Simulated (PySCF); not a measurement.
## NMR shielding calculation of C7H8OS

- system: C7H8OS
- method: GIAO PBE0/pcSseg-1 NMR shielding, non-relativistic, gas phase (PySCF 2.14.0)

The geometry comes from this level: GFN2-xTB, MD frame at 250 fs, 300 K. It belongs to a series of runs on one base structure; here: MD frame at 250 fs, 300 K. Figures and captions count atoms from 1; the log counts them from 0 in places.

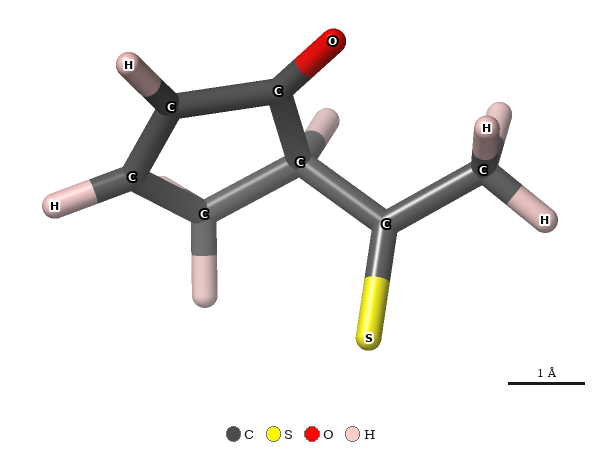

*The structure (stick view, seen at a tilt).*

## Key numbers

- outcome: converged
- total energy: −744.322996 hartree
- HOMO: −6.41 eV
- LUMO: −2.12 eV
- dipole moment: 3.17 D
- isotropic shielding, C: −72.9 to 146.8 ppm
- isotropic shielding, S: −421.7 ppm
- isotropic shielding, O: −236.0 ppm
- isotropic shielding, H: 23.7 to 29.4 ppm
- hardware: 1 CPU thread, shared host
- wall time: 63 s
- peak memory: 0.95 GiB

## Input
```
{"job": {"kind": "nmr", "xc": "PBE0", "basis": "pcSseg-1", "pop": false}, "charge": 0, "multiplicity": 1}
C      2.200900     0.407100     0.401900
C      1.038300    -0.514600     0.179500
S      1.055900    -2.028000     0.727000
C     -0.206400     0.111700    -0.245900
C     -1.357500    -0.768500    -0.610700
C     -2.374000    -0.433900     0.458100
C     -2.007600     0.573400     1.204200
C     -0.644300     1.004800     0.901400
O     -0.032500     1.772400     1.560900
H      3.112600    -0.119900     0.407300
H      2.294400     1.153400    -0.423600
H      2.157100     0.960000     1.356000
H      0.054100     0.704500    -1.136600
H     -1.961000    -0.531500    -1.501700
H     -1.169400    -1.824200    -0.714200
H     -3.317400    -0.969200     0.554500
H     -2.655100     1.036900     1.932100
```

The first line tells a small driver script what to run in PySCF; the rest is the geometry in Å.

Run as:
```bash
OMP_NUM_THREADS=1 python <driver script> task.json out
```

## The program's output
```
coarse grid: 15272 points
cycle   1  E = -744.1132521679  dE =  1.743e+00  |g| = 8.137e-01  |ddm| = 4.019e+00
cycle   2  E = -743.6801100812  dE =  4.331e-01  |g| = 1.685e+00  |ddm| = 2.537e+00
cycle   3  E = -744.2451875853  dE = -5.651e-01  |g| = 2.067e-01  |ddm| = 1.947e+00
cycle   4  E = -744.2552217917  dE = -1.003e-02  |g| = 6.389e-02  |ddm| = 2.770e-01
cycle   5  E = -744.2560513682  dE = -8.296e-04  |g| = 2.203e-02  |ddm| = 7.495e-02
cycle   6  E = -744.2561547655  dE = -1.034e-04  |g| = 9.260e-03  |ddm| = 3.009e-02
cycle   7  E = -744.2561759262  dE = -2.116e-05  |g| = 3.025e-03  |ddm| = 1.325e-02
cycle   8  E = -744.2561781616  dE = -2.235e-06  |g| = 9.370e-04  |ddm| = 4.558e-03
final grid: 144392 points
cycle   9  E = -744.3229540205  dE = -1.956e-05  |g| = 1.406e-02  |ddm| = 4.034e-02
cycle  10  E = -744.3228242598  dE =  1.298e-04  |g| = 2.855e-02  |ddm| = 3.840e-02
cycle  11  E = -744.3229952561  dE = -1.710e-04  |g| = 2.198e-03  |ddm| = 2.795e-02
cycle  12  E = -744.3229963655  dE = -1.109e-06  |g| = 2.651e-04  |ddm| = 2.184e-03
cycle  13  E = -744.3229963733  dE = -7.859e-09  |g| = 1.837e-04  |ddm| = 3.909e-04
cycle  14  E = -744.3229963808  dE = -7.462e-09  |g| = 5.099e-05  |ddm| = 2.438e-04
cycle  15  E = -744.3229963815  dE = -6.864e-10  |g| = 1.594e-05  |ddm| = 9.330e-05
```

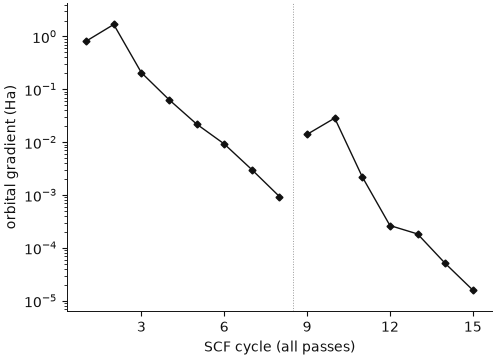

*Convergence of the self-consistent field: orbital gradient against the SCF cycle. The dotted line marks the change from a coarse to the final integration grid.*

The first 8 cycles use a coarse grid, the final grid takes over at cycle 9, and the field converges after 15 cycles in all.

```
converged SCF energy = -744.3229963815

GIAO shielding tensors (ppm)
atom      isotropic    diamagn.    paramagn.     s11        s22        s33       span
  0 C      144.140     246.628    -102.488    120.997    130.192    181.231     60.234
  1 C      -72.923     257.517    -330.439   -244.825   -115.202    141.258    386.082
  2 S     -421.703    1057.678   -1479.382  -1638.731   -350.763    724.385   2363.116
  3 C      123.248     251.808    -128.561     87.408    133.320    149.015     61.607
  4 C      146.778     244.543     -97.765    132.948    145.203    162.183     29.236
  5 C       12.741     257.885    -245.144   -118.675      5.054    151.844    270.520
  6 C       54.445     255.712    -201.267    -41.115     68.419    136.031    177.145
  7 C       -9.184     245.943    -255.127    -88.684     -1.590     62.722    151.406
  8 O     -235.985     400.259    -636.243   -739.881   -322.229    354.156   1094.037
  9 H       29.434      29.616      -0.181     25.578     29.292     33.433      7.855
 10 H       28.465      29.232      -0.768     25.074     27.813     32.507      7.433
 11 H       27.457      28.431      -0.974     23.412     27.316     31.643      8.232
 12 H       27.306      31.604      -4.298     21.631     28.994     31.292      9.661
 13 H       28.758      29.055      -0.297     24.981     26.248     35.044     10.063
 14 H       28.074      30.091      -2.017     23.232     28.378     32.614      9.382
 15 H       23.722      29.607      -5.885     21.073     24.189     25.905      4.832
 16 H       25.827      30.508      -4.681     24.154     25.102     28.224      4.070
```

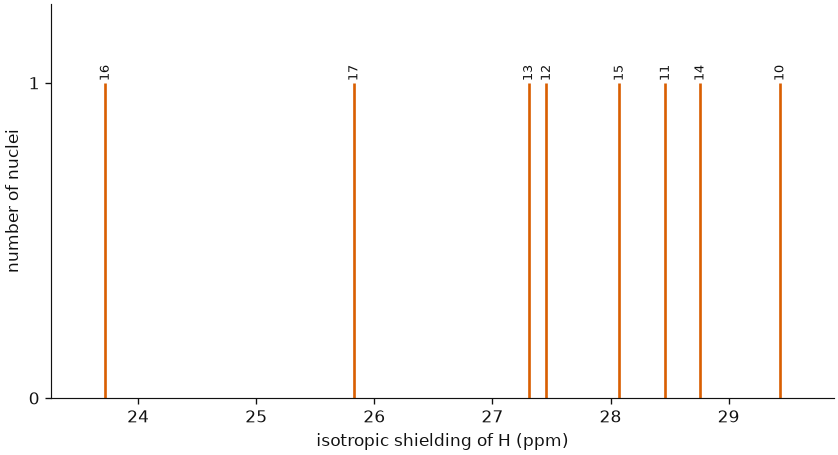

*Isotropic shieldings of the hydrogen nuclei in this fixed geometry, labelled by atom number; shielding grows to the right, so chemical shift grows to the left.*

The least shielded is H16 (23.7 ppm), the most shielded H10 (29.4 ppm).

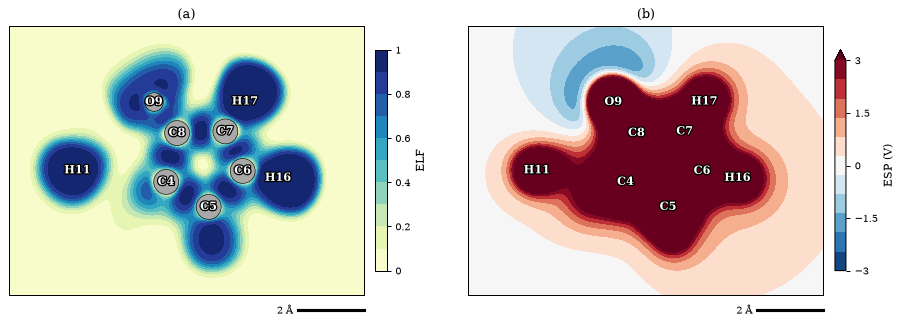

*(a) electron localisation function; (b) molecular electrostatic potential on the plane of atoms C6, C7 and H17. Grey discs, where drawn, cover atomic cores.*

The section cuts through C, O and H sites. C–O (1.18 Å): the ELF peaks at about 0.85 between the atoms; a double or triple bond. C–C (1.31 Å): the ELF peaks at about 0.95 between the atoms; a multiple bond by its length, whose ELF region spreads away from the axis. C–H (1.08 Å): the ELF climbs to about 1 towards the hydrogen, as it does in any bond to H (a covalent bond by its length). C–C (1.46 Å): the ELF peaks at about 0.95 between the atoms (a shared electron pair). C–C (1.49 Å): the ELF peaks at about 0.95 between the atoms, as expected for localised, shared-pair bonding.

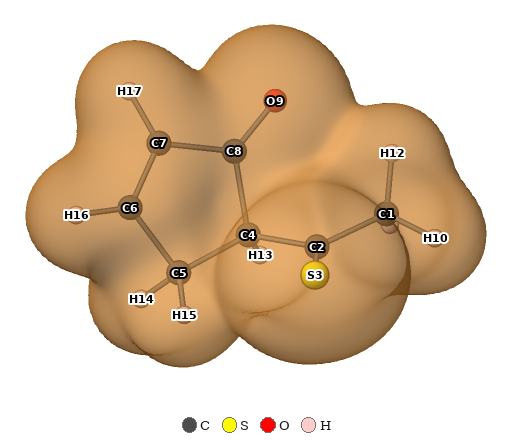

*Isosurface of the electron density at 0.05 e/Å³ (orange), seen at a tilt.*

At this value the surface is in one piece. On the grid the lowest density along these lines, outside the cores, is 3 e/Å³ (C–O, 1.18 Å), 2.5 e/Å³ (C–C, 1.31 Å), 1.6 e/Å³ (C–S, 1.61 Å) and 2 e/Å³ (C–H, 1.05 Å).

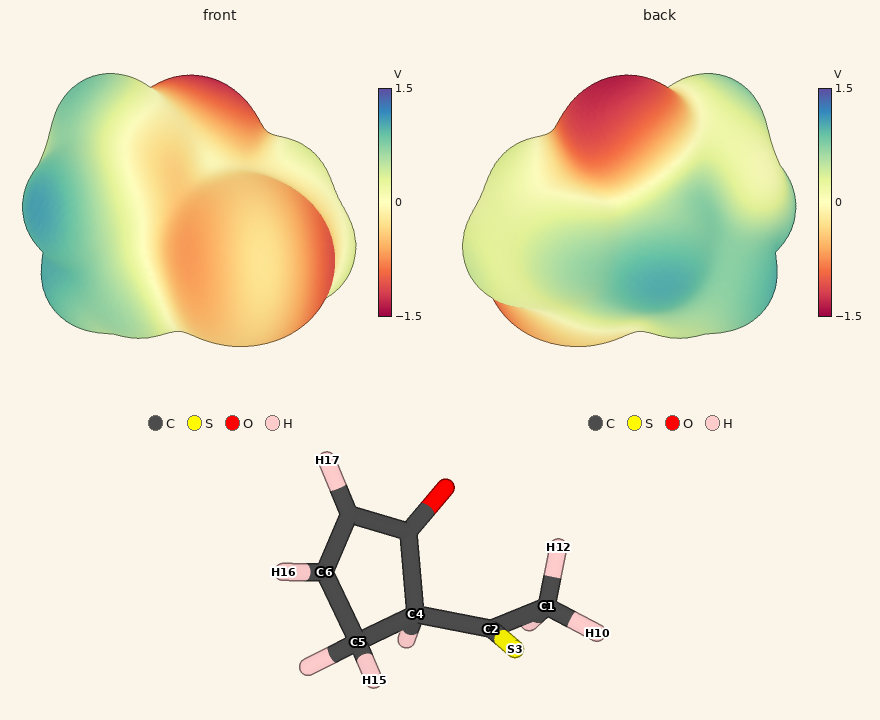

*The molecular electrostatic potential painted on the density surface at 0.001 e/bohr³, seen at a tilt and from behind; the colour scale runs from red (negative) to blue (positive). The bare structure is drawn below in the same view.*
